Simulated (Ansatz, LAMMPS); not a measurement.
# Amorphous Ge at 5.20 g/cm^3 (72 atoms): relaxation and levels of theory

Which bonds does the relaxation leave, and how do the Kohn-Sham gap, forces and pressure change with functional?

Calculated with Ansatz 0.2.0: Kohn-Sham DFT, PBE, PAW (set soft_2), plane waves; cutoff 420 eV, Γ point, fermi-dirac smearing of 0.025 eV.

In doubt: the hybrid run may have settled on a false gap or state (Ansatz), so the values of those runs are not to be relied on; a hybrid run on one k-point (Ansatz), which bears on gaps.

**The cell**

Density at the start: 5.20 g/cm³. The cell holds 72 atoms: 72 Ge. Its edges and angles: a = 11.863 Å, b = 11.863 Å, c = 11.863 Å, α = 90.0°, β = 90.0°, γ = 90.0°. 72 atoms (72 Ge) placed at random at 5.2 g/cm³, melted at 3500 K for 10 ps at fixed volume with the Tersoff potential (Tersoff, Phys. Rev. B 39, 5566 (1989)). Quenched from 3500 K to 300 K at 20 K/ps and fixed volume, annealed at 800 K for 20 ps, held 5 ps, then minimised at fixed cell.

The atoms were relaxed with PBE. The walk converged after 17 steps, with a largest force component of 0.0398 eV/Å; it began at an r.m.s. force component of 0.26 eV/Å. The energy fell by 36.1 meV an atom.

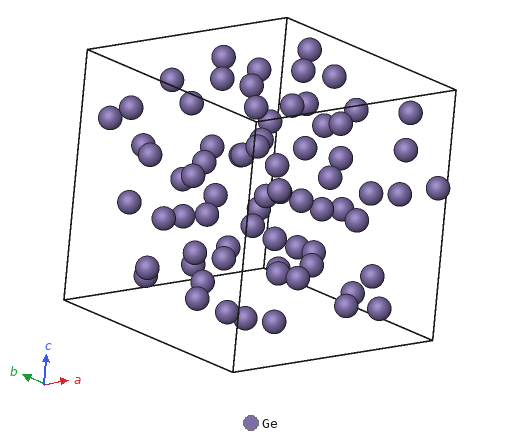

The relaxed cell. Some periodic images of atoms are drawn too.

The input of the reference single point:

```yaml
crystal:
  lattice:
    - [11.8625, 0.0, 0.0]
    - [0.0, 11.8625, 0.0]
    - [0.0, 0.0, 11.8625]
  atoms:
    - { symbol: Ge, position: [0.6959, 0.53868, 0.96022] }
    - { symbol: Ge, position: [0.09382, 0.8244, 0.80642] }
    - { symbol: Ge, position: [0.25314, 0.07525, 0.1477] }
    - { symbol: Ge, position: [0.37209, 0.80603, 0.49107] }
    [... 66 atom lines left out ...]
    - { symbol: Ge, position: [0.03191, 0.71509, 0.46844] }
    - { symbol: Ge, position: [0.94847, 0.20669, 0.53004] }
kpoints:
  mp_grid: { grid: [1, 1, 1] }
hamiltonian:
  xc: pbe
scf:
  occupations: { method: fermi_dirac, width: 0.025 }
output:
  forces: true
  stress: true
  populations: true
  dos:
    method: { smearing: { sigma: 0.08 } }
    de: 0.05
    projected: { site_lists: { Ge: [Ge] } }
  eigenvalues: true
  write_density: true
  write_potential: true
  volumetric_format: npy
```

**Bonds after relaxation**

Bonds by pair of elements; cutoffs follow the first minimum of g(r), held within bounds set by covalent radii, and pairs that aren't listed don't count as bonded:

| pair A-B | cutoff (Å) | bonds | mean length (Å) | spread (Å) | shortest (Å) | B about A | A about B |
| --- | --- | --- | --- | --- | --- | --- | --- |
| Ge-Ge | 2.83 | 144 | 2.50 | 0.065 | 2.39 | 4 | 4 |

How many atoms have how many bonded neighbours:

| element | mean | 3 | 4 | 5 |
| --- | --- | --- | --- | --- |
| Ge | 4 | 3 | 66 | 3 |

**Levels of theory**

Single points at the relaxed geometry:

| functional | k-mesh | Kohn-Sham gap (eV) | pressure (GPa) | r.m.s. force component (eV/Å) | SCF cycles | time |
| --- | --- | --- | --- | --- | --- | --- |
| PBE | 1×1×1 | 0.251 | 2.78 | 0.010 | 13 | 52 s |
| r2SCAN | 1×1×1 | 0.291 | 0.19 | 0.093 | 12 | 1.9 min |
| PBEsol | 1×1×1 | 0.244 | -0.10 | 0.033 | 13 | 51 s |

The gap is that between the highest filled and lowest empty Kohn-Sham level on the run's k-points. Cutoffs: 420 eV for PBE and PBEsol; 500 eV for r2SCAN. Times come from shared hosts and are rough.

**Findings**

By these cutoffs 92 % of Ge atoms have 4 neighbours. The Kohn-Sham gap is 0.25 eV with PBE on the 1×1×1 mesh. On the reference's mesh the gap changes with r2SCAN by +0.04 eV and PBEsol by -0.01 eV. Against the reference the pressure changes with r2SCAN by -2.6 GPa and PBEsol by -2.9 GPa; a negative change means a smaller volume than PBE would take.

Limits: 1 converged run is left out of the tables as doubtful: HSE06 on 1×1×1 (the hybrid may have settled on a false gap or state). All single points share the geometry relaxed with PBE. The density was set when the cell was made, as one point of a scan, and needn't be that of the real material. One sample; tail or defect levels can set the gap of a disordered cell. The quench rate of 20 K/ps is many orders above laboratory rates, so the cell is likely richer in defects and strain than a real sample. The network of bonds at the start is that of the classical potential that made the cell, and needn't be the one that DFT or experiment would give. Spin–orbit coupling is left out; it splits the top valence bands of compounds with Ge, As, Se, Sb or Te and narrows their gaps.

[Logs are printed without paths, hosts, clocks, repeated set-up lines and the standing remarks that a program may print on its own settings, such as how far it seeks lower states.]

[Hosts, paths, dates, database ids (printed as entryN), source tags and the programs' standing remarks are cut or masked in the printed files.]
